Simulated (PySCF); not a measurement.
C5H6FNSi2

```xyz
15

N     3.8793    0.5431    0.0769
C     2.7346    0.4660    0.0369
C     1.3394    0.3082    0.0000
C     0.5201    1.3359   -0.2566
F     1.0533    2.5624   -0.4883
Si   -1.3728    1.3280   -0.3498
C    -1.9449   -0.4290   -0.0068
C    -1.1528   -1.4691    0.2517
Si    0.7259   -1.4499    0.3399
H    -1.7505    1.7581   -1.7005
H    -1.8703    2.2595    0.6684
H    -3.0189   -0.5859   -0.0264
H    -1.6101   -2.4363    0.4343
H     1.1743   -1.8433    1.6814
H     1.2891   -2.3398   -0.6828
```

Geometry: GFN2-xTB.

Method: PBE0/def2-SVPD, SCF density, gas phase (PySCF 2.14.0).

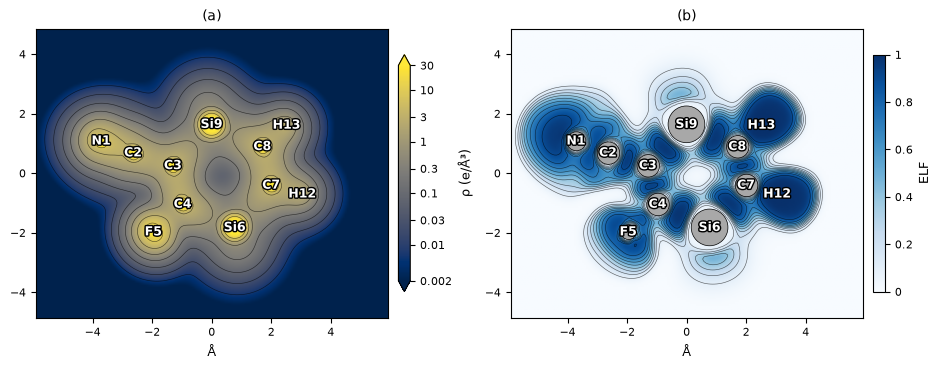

Figure 1. (a) electron density; (b) electron localisation function on the plane of atoms F5, C4 and Si6. Grey discs cover the atomic cores in the ELF map.

**What do the fields say about this system?**

- The section cuts through N, C, F, Si and H sites.
- C–N (1.15 Å): ρ at the midpoint is about 3.6 e/Å³; the ELF peaks at about 0.90 between the atoms: a multiple bond.
- C–C (1.33 Å): ρ is about 2.3 e/Å³ halfway; the ELF peaks at about 0.90 between the atoms: a short, multiple covalent bond.
- C–F (1.36 Å): the density is about 2.2 e/Å³ at the midpoint, with its minimum of 1.7 e/Å³ about 0.5 Å from C; the ELF peaks at about 0.85 between the atoms: a polar covalent bond.
- C–Si (1.88 Å): ρ at the midpoint is about 0.96 e/Å³; the ELF peaks at about 1 between the atoms (localised, covalent bonding).
- C–H (1.09 Å): ρ at the midpoint is about 2 e/Å³; the ELF climbs to about 1 towards the hydrogen, as it does in any bond to H (a covalent bond by its length).
- The ELF also peaks beside N1, away from the bonds: lone-pair regions.

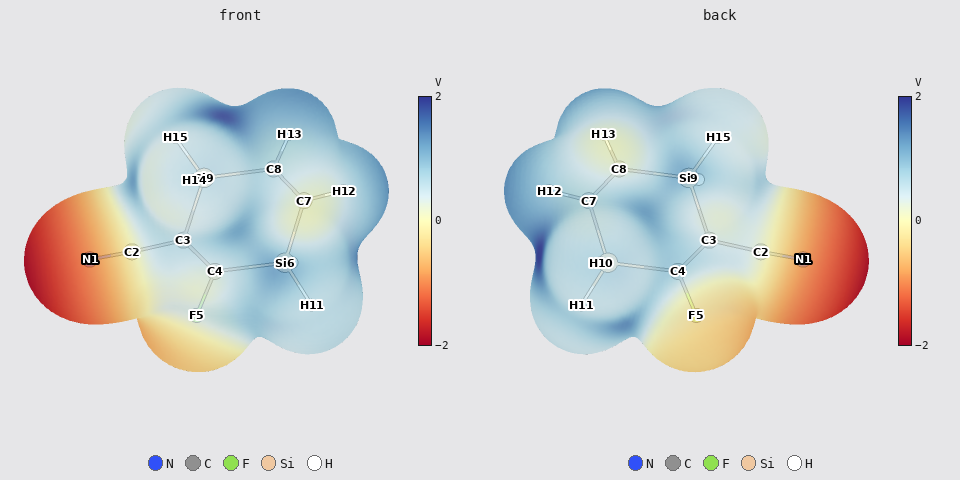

Figure 2. The molecular electrostatic potential painted on the density surface at 0.002 e/bohr³, seen from the front and from behind; red is negative and blue positive.

**Where is the surface potential most negative and most positive?**

The most negative region (about −1.9 V, or −44 kcal/mol for a unit charge) lies over N1, the most positive (about +1.9 V, or +44 kcal/mol for a unit charge) over Si6 and Si9. N1 is the likeliest acceptor of a hydrogen bond.
